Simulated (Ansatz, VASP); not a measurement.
# LaBi: VASP beside Ansatz, part 2 of 2

Wanted: the spread between two codes on one cell, functional and k mesh. The cell is taken from a series of VASP runs on this material, whose earlier steps may have relaxed, scaled or displaced it; both programs get it as it stands. Valence electrons are named where the data sets of a main pair hold unlike numbers.

VASP 6.6.1 and Ansatz 0.2.0.

So far: Set-up; VASP: band structure, r2SCAN with rVV10.

## 3. Ansatz: band structure, r2SCAN with rVV10

Level of this step: Ansatz beside VASP: Kohn-Sham DFT, plane waves, r2SCAN with rVV10 (Ansatz).

Ansatz runs on its default PAW (the set named soft_2) files.

The same cell, functional, mesh and smearing now go to Ansatz, which takes its cutoff from its data sets.

Input file input.yaml:

```yaml
crystal:
  lattice:
    - [0.0, 3.3142793947, 3.3142793947]
    - [3.3142793947, 0.0, 3.3142793947]
    - [3.3142793947, 3.3142793947, 0.0]
  atoms:
    - { symbol: La, position: [0.5, 0.5, 0.5] }
    - { symbol: Bi, position: [0.0, 0.0, 0.0] }
hamiltonian:
  xc: r2scan
  pseudopotentials: { kind: paw }
  dispersion: rvv10
kpoints:
  mp_grid: { grid: [6, 6, 6] }
  band_path:
    path:
      - [0.0, 0.0, 0.0]
      - [0.16667, 0.0, 0.16667]
      - [0.33333, 0.0, 0.33333]
      - [0.5, 0.0, 0.5]
      - [0.5, 0.08333, 0.58333]
      - [0.5, 0.18333, 0.68333]
      - [0.5, 0.25, 0.75]
      - [0.45, 0.3, 0.75]
      - [0.40833, 0.34167, 0.75]
      - [0.35, 0.35, 0.7]
      - [0.225, 0.225, 0.45]
      - [0.075, 0.075, 0.15]
      - [0.03333, 0.03333, 0.03333]
      - [0.23333, 0.23333, 0.23333]
      - [0.4, 0.4, 0.4]
      - [0.51667, 0.46667, 0.51667]
      - [0.55833, 0.38333, 0.55833]
      - [0.60833, 0.28333, 0.60833]
      - [0.60833, 0.25, 0.64167]
      - [0.55833, 0.25, 0.69167]
      - [0.51667, 0.25, 0.73333]
      - [0.5, 0.3, 0.7]
      - [0.5, 0.38333, 0.61667]
      - [0.5, 0.48333, 0.51667]
      - [0.475, 0.475, 0.55]
      - [0.425, 0.425, 0.65]
      - [0.38333, 0.38333, 0.73333]
      - [0.59167, 0.18333, 0.59167]
      - [0.55, 0.1, 0.55]
      - [0.5, 0.0, 0.5]
    npoints: 1
scf:
  occupations: { method: methfessel_paxton, width: 0.2 }
  n_extra_bands: 7
output:
  forces: true
  stress: true
  eigenvalues: true
```

Launch:

```sh
> ansatz run input.yaml --threads 2 --pin off --max-ram 4608MiB --backend cpu --events-out ev --progress --plain --runs-dir out
```

Numbers of over 12 decimals in the logs are rounded to 6 here.

The log of the run:

```text
scf.n_extra_bands = 7 over 13 filled bands (N_el = 26.0): the run solves 20 bands
Engine: ansatz 0.2.0, aarch64-unknown-linux-gnu
Pseudopotentials: kind: paw
Pseudopotential: La, paw, valence charge 11, recommended cutoff 500 eV (meta_gga), La.paw.azcp
Pseudopotential: Bi, paw, valence charge 15, recommended cutoff 500 eV (meta_gga), Bi.paw.azcp
Functional definition: r2SCAN+rVV10
  parameter k0 = 0.174
  parameter k1 = 0.065
  parameter a1 = 4.9479
  exchange = r2scan_x(k0 = k0, k1 = k1, a1 = a1)
  correlation = r2scan_c + rvv10(11.95, 0.0093)
Crystal: 2 atoms, lattice volume = 72.811 Å³
Basis set: ecut = 500 eV, 1837 PW (Γ), exchange–correlation on 160×160×160 points (64 copies of the dense FFT grid, shifted against one another)
Bands: 20, of which v1, the nominal top of the filled ones, is band 13 counted from 1 (12 counted from 0)
Symmetry: 48 space group operations
Space group: Fm-3m (ITA 225), of the structure as read, at distance tolerance 4.2e-5 Å
k-points: 16 of 216
Non-local potential: La, projectors of the file, l = 0: 3, l = 1: 2, l = 2: 2, l = 3: 3
Non-local potential: Bi, projectors of the file, l = 0: 2, l = 1: 2, l = 2: 2, l = 3: 2
PAW form: soft (Blöchl's): semilocal exchange-correlation on the pseudo side does not see the compensation charge
rVV10 density: all electrons in the spheres
PAW frozen core: La, regenerated for the run's functional (the file was generated under x = pbe(κ = 0.804, μ = 0.219515), c = pbe(β = 0.066725))
PAW frozen core: Bi, regenerated for the run's functional (the file was generated under x = pbe(κ = 0.804, μ = 0.219515), c = pbe(β = 0.066725))
PAW one-centre angular grid: La, 974 points (default); XC on 160 Gauss nodes
PAW one-centre angular grid: Bi, 590 points (default); XC on 160 Gauss nodes
Initial density: superposition of atomic densities (neutral atoms: chi_scale 0, normalization atom), corrected by the library's trained network
Initial wavefunctions: pseudopotential atomic-orbital guess
Functional: x = r2scan, c = r2scan + rvv10(b = 11.95, C = 0.0093); τ floored in thin density (d = 2e-4 eV/Å³)
SCF iter   1: F=—  HF=-18672.855435 eV  |F-HF|=—  |Δ(HF+E_count)|=         —  Δρ=8.38e-3  dr2=1.10e-1  dr2_τ=5.36e-3  ethr=1.77e-3  ⟨swp⟩=4.9  Hψ=1306  notcnv=0
preconditioner: auto → none  [insulator: Δε(μ)=0.265 eV  Ē_g=6.421 eV  σ=0.200 eV  W_gap=0.87  n_scr=14 (ndim 8)  ℏωp=12.3 eV  f_vac=0.000  D(μ)=0.15/eV (n_scr^D=0)  ε∞_Penn≈4.7]
SCF iter   2: F=—  HF=-18672.870601 eV  |F-HF|=—  |Δ(HF+E_count)|=   1.52e-2  S|Δr|=    0.00e0  Δρ=2.52e-3  dr2=8.12e-3  dr2_τ=1.65e-3  ethr=4.23e-4  ⟨swp⟩=2.2  Hψ=681  notcnv=0  defer=27
SCF iter   3: F=—  HF=-18672.868906 eV  |F-HF|=—  |Δ(HF+E_count)|=   1.69e-3  S|Δr|=    0.00e0  Δρ=1.21e-3  dr2=5.96e-4  dr2_τ=4.64e-5  ethr=3.12e-5  ⟨swp⟩=2.0  Hψ=563  notcnv=0  defer=27
SCF iter   4: F=—  HF=-18672.869649 eV  |F-HF|=—  |Δ(HF+E_count)|=   7.42e-4  S|Δr|=    0.00e0  Δρ=2.63e-4  dr2=5.79e-5  dr2_τ=2.72e-6  ethr=2.29e-6  ⟨swp⟩=2.1  Hψ=463  notcnv=0  defer=27
SCF iter   5: F=—  HF=-18672.869670 eV  |F-HF|=—  |Δ(HF+E_count)|=   2.13e-5  S|Δr|=    0.00e0  Δρ=4.42e-5  dr2=2.50e-6  dr2_τ=3.18e-8  ethr=2.23e-7  ⟨swp⟩=2.0  Hψ=510  notcnv=0  defer=27
SCF iter   6: F=—  HF=-18672.869669 eV  |F-HF|=—  |Δ(HF+E_count)|=   6.34e-7  S|Δr|=    0.00e0  Δρ=1.54e-5  dr2=3.59e-7  dr2_τ=8.60e-9  ethr=9.60e-9  ⟨swp⟩=2.0  Hψ=502  notcnv=0  defer=27
SCF iter   7: F=-18672.869669 eV  HF=-18672.869669 eV  |F-HF|=2.44e-8  |Δ(HF+E_count)|=   4.71e-8  S|Δr|=    0.00e0  Δρ=4.91e-6  dr2=3.69e-8  dr2_τ=3.34e-10  ethr=3.85e-10  ⟨swp⟩=9.6  Hψ=1524  notcnv=0
SCF 1 converged in 7 iterations: F = -18672.869669 eV  dr2 = 3.69e-8
  greatest PAW one-centre occupation: 0.984 electrons in one spin orbital (limit 2), on the Bi atom at site 1 (counted from 0), in its partial waves of l = 2
NSCF: frozen V_eff on 30 k-points
SCF converged after 7 iterations
Stability not checked: this state was not tested for a lower state beside it, because cold or Methfessel-Paxton smearing, or corrected tetrahedra, fill the levels in a way that the test cannot read (fill_not_monotonic; see scf.lower_state_search)
Free energy (F): -18672.869669 eV
Harris-Foulkes:  -18672.869669 eV  (|F-HF|=2.44e-8)
Internal energy: -18672.871134 eV  (E = F + TS)
E sigma→0 (E₀):  -18672.870035 eV
Entropy (-TS):   0.001464 eV (0.732 meV/atom)
Fermi energy:    9.925822 eV
Step filling:    the computed levels leave a gap of 0.2384 eV = 1.2 smearing widths at the electron count; against every level under it full and every level over it empty, smearing changes F+E_penalty+E_count by +0.802 meV and its σ→0 estimate by +0.436 meV
--- Per-component energies (eV) ---
  E_band       = -166.830534
  E_kinetic    = 493.906965
  E_local      = -1967.840880  (includes V_loc(G=0)·N_el)
  E_nonlocal   = 652.458908
  E_hartree    = 655.447108
  E_xc         = -266.598624
  E_vxc        = -315.016676  (∫ρ·V_xc dr)
  E_paw        = -16127.506005  (= ΣΔE_a)
  E_vpaw       = -359.989242  (= ΣTr[D̂ρ^β])
  E_aug_tail   = -0.000155  (compensation charges beyond the density's cutoff)
  E_vtau       = 18.757885  (kinetic-family band-sum trace: ∫τ·v_τ [+ j·A + Jᵃ·Aᵃ] dr)
  E_ewald      = -2113.682511
  E_core_change = 0.944060  (= ΣΔE_core)
  E_smearing   = 0.001464  (= −TS)
  E_closure    = -0.000000  (closes the sum)
  Σ components = -18672.869669   (vs F -18672.869669, Δ=0.00e0)
--- Forces (eV/Å), atoms counted from 1 ---
  atom   1  La     0.00000000    -0.00000000     0.00000000
  atom   2  Bi    -0.00000000     0.00000000     0.00000000
  max |Σ_I F_I| component: 1.39e-29 eV/Å
--- Stress (GPa, compression-positive) ---
       -0.045809       0.000000       0.000000
        0.000000      -0.045809      -0.000000
       -0.000000      -0.000000      -0.045809
  P = ⅓ Tr σ = -0.0458 GPa (-0.458 kbar)
--- Band table (eV; the first three rows and the last of 16) ---
  k-point 0: bands = [... 9 lower, -0.9294, 10.0769, 10.0769, 10.0769, 11.3001, 11.3001, 11.3001, 11.9278, ... 3 higher]
  k-point 1: bands = [... 9 lower, -0.6889, 8.7402, 9.3138, 9.3138, 11.3542, 11.5658, 11.5658, 12.1122, ... 3 higher]
  k-point 2: bands = [... 9 lower, -0.1756, 7.1602, 8.4448, 8.4448, 11.5885, 11.9525, 11.9525, 12.2018, ... 3 higher]
  k-point 15: bands = [... 9 lower, -0.3236, 8.1883, 8.3044, 8.6039, 11.1547, 11.9804, 12.1148, 12.1432, ... 3 higher]
```

The job ended after 6.1 s (2 threads of Arm Neoverse V1, shared host; peak memory 0.64 GiB).

In the SCF lines HF is the Harris–Foulkes energy and dr2 the Hartree energy of the density residual, in eV; the loop may stop once dr2 is under the threshold and the program's other checks hold. Hψ counts applications of the Hamiltonian.

## 4. Differences

Known differences besides the potentials themselves: VASP keeps PBE cores, Ansatz makes them for the functional; the cutoff is 500 eV in Ansatz and 400 eV in VASP. Total energies have different zeros and are not compared.

Both answers:

```csv
quantity,Ansatz,VASP,difference
pressure (GPa),-0.05,-0.01,-0.04
```

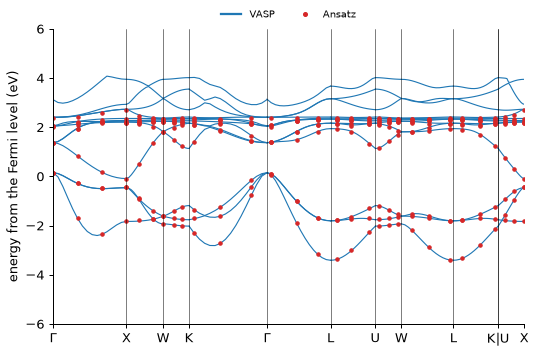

Bands from VASP (lines) and levels from Ansatz (dots). Dots without a line are higher empty bands that the VASP plot leaves out.

Levels from 3 eV below to 2 eV above the Fermi level differ by 14 meV r.m.s. and 29 meV at most; each VASP level is matched to the nearest of Ansatz, which flatters the figure a little. Ansatz's pressure holds a Pulay correction of 0.03 GPa; VASP's holds none.

## 5. VASP: band structure, r2SCAN with rVV10, spin-orbit coupling

With cell and atoms fixed, the geometry can't cause a difference; cores, projectors, grids and the points listed under the comparison can.

Input file INCAR:

```
SYSTEM = LaBi
PREC = Accurate
ENCUT = 400
EDIFF = 1E-06
NELM = 100
ISMEAR = 1
SIGMA = 0.2
LREAL = .FALSE.
ALGO = Normal
METAGGA = R2SCAN
LUSE_VDW = .TRUE.
IVDW_NL = 2
BPARAM = 11.95
CPARAM = 0.0093
LASPH = .TRUE.
LNONCOLLINEAR = .TRUE.
MAGMOM = 0 0 0 0 0 0
NBANDS = 38
GGA_COMPAT = .FALSE.
LSORBIT = .TRUE.
LMAXMIX = 6
LORBIT = 11
LWAVE = .FALSE.
LCHARG = .FALSE.
KPAR = 2
```

Input file POSCAR:

```
LaBi
1.0
    0.0000000000      3.3142793947      3.3142793947
    3.3142793947      0.0000000000      3.3142793947
    3.3142793947      3.3142793947      0.0000000000
La Bi
1 1
Direct
    0.5000000000      0.5000000000      0.5000000000
    0.0000000000      0.0000000000      0.0000000000
```

Input file KPOINTS:

```
Automatic mesh
0
Gamma
5 5 5
0 0 0
```

Input file KPOINTS_OPT:

```
Line mode
16
Line-mode
Reciprocal
  0.00000000   0.00000000   0.00000000 GAMMA
  0.50000000   0.00000000   0.50000000 X

  0.50000000   0.00000000   0.50000000 X
  0.50000000   0.25000000   0.75000000 W

  0.50000000   0.25000000   0.75000000 W
  0.37500000   0.37500000   0.75000000 K

  0.37500000   0.37500000   0.75000000 K
  0.00000000   0.00000000   0.00000000 GAMMA

  0.00000000   0.00000000   0.00000000 GAMMA
  0.50000000   0.50000000   0.50000000 L

  0.50000000   0.50000000   0.50000000 L
  0.62500000   0.25000000   0.62500000 U

  0.62500000   0.25000000   0.62500000 U
  0.50000000   0.25000000   0.75000000 W

  0.50000000   0.25000000   0.75000000 W
  0.50000000   0.50000000   0.50000000 L

  0.50000000   0.50000000   0.50000000 L
  0.37500000   0.37500000   0.75000000 K

  0.62500000   0.25000000   0.62500000 U
  0.50000000   0.00000000   0.50000000 X
```

The projector-augmented-wave data sets are La and Bi_d (PBE family, release 64).

Launch:

```sh
> mpirun -np 2 vasp_ncl
```

The log of the run:

```text
[banner, memory and clock lines left out]
running    2 mpi-ranks, on    1 nodes
[...]
[... a notice as in an earlier step ...]

 [... a notice as in an earlier step ...]

 LDA part: xc-table for (None), standard interpolation
 POSCAR, INCAR and KPOINTS ok, starting setup
[...]
entering main loop
       N       E                     dE             d eps       ncg     rms          rms(c)
Total rVV10 correction in eV:      0.5909546    27.5306049
Total rVV10 correction in eV:      0.5909546    27.5306049
DAV:   1     0.237427437043E+03    0.23743E+03   -0.92282E+03   760   0.161E+03
DAV:   2    -0.425164779675E+02   -0.27994E+03   -0.26936E+03   888   0.415E+02
DAV:   3    -0.933776405356E+02   -0.50861E+02   -0.50052E+02  1062   0.218E+02
DAV:   4    -0.973355540944E+02   -0.39579E+01   -0.39427E+01  1308   0.608E+01
DAV:   5    -0.977670514222E+02   -0.43150E+00   -0.43088E+00  1440   0.164E+01    0.370E+00
Total rVV10 correction in eV:      0.5950492    27.5306052
Total rVV10 correction in eV:      0.5950492    27.5306052
[...]
DAV:   8    -0.250391071768E+04   -0.96635E-02     1384
DAV:   9    -0.250391159287E+04   -0.87519E-03     1400
DAV:  10    -0.250391171191E+04   -0.11904E-03     1400
DAV:  11    -0.250391172349E+04   -0.11580E-04     1096
DAV:  12    -0.250391172519E+04   -0.16971E-05     1032
DAV:  13    -0.250391172536E+04   -0.16909E-06      832
k-point batch [41-50\160]
       N       E                     dE             ncg
DAV:   1     0.784985768708E+03   -0.61445E+04      776
DAV:   2    -0.192357650697E+04   -0.27086E+04      840
DAV:   3    -0.245571903104E+04   -0.53214E+03     1048
DAV:   4    -0.249763227351E+04   -0.41913E+02     1286
[...]
DAV:  11    -0.250205326808E+04   -0.11417E-04     1120
DAV:  12    -0.250205326976E+04   -0.16796E-05     1024
DAV:  13    -0.250205326993E+04   -0.17509E-06      840
[...]
k-point batch [151-160\160]
       N       E                     dE             ncg
DAV:   1     0.778490859612E+03   -0.61149E+04      768
DAV:   2    -0.197102016852E+04   -0.27495E+04      904
DAV:   3    -0.243887019749E+04   -0.46785E+03     1104
DAV:   4    -0.246807527454E+04   -0.29205E+02     1180
[...]
DAV:  11    -0.247195687761E+04   -0.13350E-04     1040
DAV:  12    -0.247195687984E+04   -0.22288E-05     1000
DAV:  13    -0.247195688004E+04   -0.20070E-06      840
```

OUTCAR, selected parts (step 5):

```text
  Total       -0.1303161     -0.1303161     -0.1303161      0.0000000      0.0000000     -0.0000000
  in kB       -2.8675517     -2.8675517     -2.8675517      0.0000000      0.0000000     -0.0000000
  external PRESSURE =      -2.8675517 kB  Pullay stress =       0.0000000 kB

 POSITION                                       TOTAL-FORCE (eV/Angst)
 -----------------------------------------------------------------------------------
      3.31428      3.31428      3.31428        -0.000000     -0.000000      0.000000
      0.00000      0.00000      0.00000         0.000000      0.000000      0.000000
 -----------------------------------------------------------------------------------
    total drift:                               -0.000000      0.000000     -0.000000

  FREE ENERGIE OF THE ION-ELECTRON SYSTEM (eV)
  ---------------------------------------------------
  free  energy   TOTEN  =       -91.2773970577 eV

  energy  without entropy=      -91.2723053534  energy(sigma->0) =      -91.27569982

 magnetization (x)
# of ion       s       p       d       f       tot
--------------------------------------------------
    1       -0.000   0.000  -0.000  -0.000  -0.000
    2        0.000  -0.000   0.000   0.000   0.000
--------------------------------------------------
tot         -0.000  -0.000  -0.000  -0.000  -0.000

 magnetization (y)
# of ion       s       p       d       f       tot
--------------------------------------------------
    1        0.000  -0.000  -0.000   0.000  -0.000
    2        0.000   0.000   0.000   0.000   0.000
--------------------------------------------------
tot          0.000  -0.000  -0.000   0.000   0.000

 magnetization (z)
# of ion       s       p       d       f       tot
--------------------------------------------------
    1       -0.000  -0.000   0.000   0.000  -0.000
    2        0.000  -0.000  -0.000   0.000   0.000
--------------------------------------------------
tot          0.000  -0.000   0.000   0.000   0.000

[... 1 part as in an earlier step ...]

[... 2 further parts left out ...]
[key lines of the parts left out:]
E-fermi :   6.7876
```

The run ends at a pressure of -0.29 GPa.

## 6. Ansatz: band structure, r2SCAN with rVV10, spin-orbit coupling

The same cell, functional, mesh and smearing now go to Ansatz, which takes its cutoff from its data sets.

The cell is taken from a series of VASP runs on this material, whose earlier steps may have relaxed, scaled or displaced it; both programs get it as it stands.

Changes to input.yaml since step 3:

```diff
@@ -10,6 +10,9 @@
   xc: r2scan
-  pseudopotentials: { kind: paw }
+  pseudopotentials: { kind: paw_fr }
   dispersion: rvv10
+magnetization:
+  noncollinear: true
+  spin_orbit: true
 kpoints:
-  mp_grid: { grid: [6, 6, 6] }
+  mp_grid: { grid: [5, 5, 5] }
   band_path:
@@ -49,3 +52,3 @@
   occupations: { method: methfessel_paxton, width: 0.2 }
-  n_extra_bands: 7
+  n_extra_bands: 14
 output:
@@ -54 +57,5 @@
   eigenvalues: true
+  write_density: true
+  write_potential: true
+  elf: true
+  volumetric_format: npy
```

Launch:

```sh
> ansatz run input.yaml --threads 2 --pin off --max-ram 4608MiB --backend cpu --events-out ev --progress --plain --runs-dir out
```

The log of the run:

```text
[...]
non-collinear run that drives no moment, with spin-orbit: no starting moment large enough to seed its density (crystal.atoms[].spin), no starting occupations that ask for one, no magnetisation constraint and no magnetic field, so the semilocal B_xc is pinned to zero
Crystal: 2 atoms, lattice volume = 72.811 Å³
[...]
k-point 1: bands = [... 22 lower, 9.0427, 9.0427, 9.4808, 9.4808, 11.3535, 11.3535, 11.6137, 11.6137, ... 10 higher]
  k-point 2: bands = [... 22 lower, 7.9343, 7.9343, 8.5864, 8.5864, 11.7064, 11.7064, 11.9420, 11.9420, ... 10 higher]
  k-point 9: bands = [... 22 lower, 8.3083, 8.3083, 8.7612, 8.7612, 11.4195, 11.4195, 11.8816, 11.8816, ... 10 higher]
[key lines of the parts left out:]
SCF converged after 7 iterations
Magnetization: |M| = 0.0000 μB,  M = (+0.0000, +0.0000, +0.0000) μB
Free energy (F): -18625.171258 eV
Fermi energy:    10.027393 eV
P = ⅓ Tr σ = -0.4701 GPa (-4.701 kbar)
```

Elapsed: 35 s, on 2 threads; peak memory 0.92 GiB.

## 7. Comparison

What differs besides the data sets and the points named for the pairs above, as far as they apply: spin-orbit coupling enters by fully relativistic files in Ansatz and inside the spheres in VASP. Total energies have different zeros and are not compared.

Compared:

| quantity | Ansatz | VASP | difference |
| --- | --- | --- | --- |
| pressure (GPa) | -0.47 | -0.29 | -0.18 |

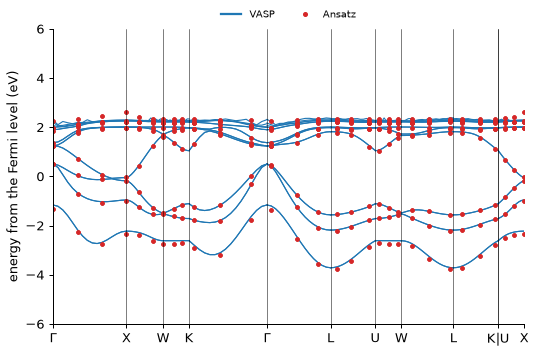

Bands from VASP (lines) and levels from Ansatz (dots). Dots without a line are higher empty bands that the VASP plot leaves out.

Levels from 3 eV below to 2 eV above the Fermi level differ by 51 meV r.m.s. and 176 meV at most; each VASP level is matched to the nearest of Ansatz, which flatters the figure a little.

## 8. Summary of results

- r.m.s. difference of levels near the Fermi level (band structure, r2SCAN with rVV10): 14 meV
- r.m.s. difference of levels near the Fermi level (band structure, r2SCAN with rVV10, spin-orbit coupling): 51 meV

In words: The r.m.s. difference of levels near the Fermi level is 51 meV (band structure, r2SCAN with rVV10, spin-orbit coupling), within the 80 meV picked in this series as the mark of a large difference. How closely two codes agree says nothing of how well the functional describes the real material.

[Lines on the potential files, build, host, timing and source positions are cut from VASP's logs without a mark.]

[Logs are printed without paths, hosts, clocks, repeated set-up lines and the standing remarks that a program may print on its own settings, such as how far it seeks lower states.]

[Hosts, paths, dates, database ids (printed as entryN), source tags and the programs' standing remarks are cut or masked in the printed files.]
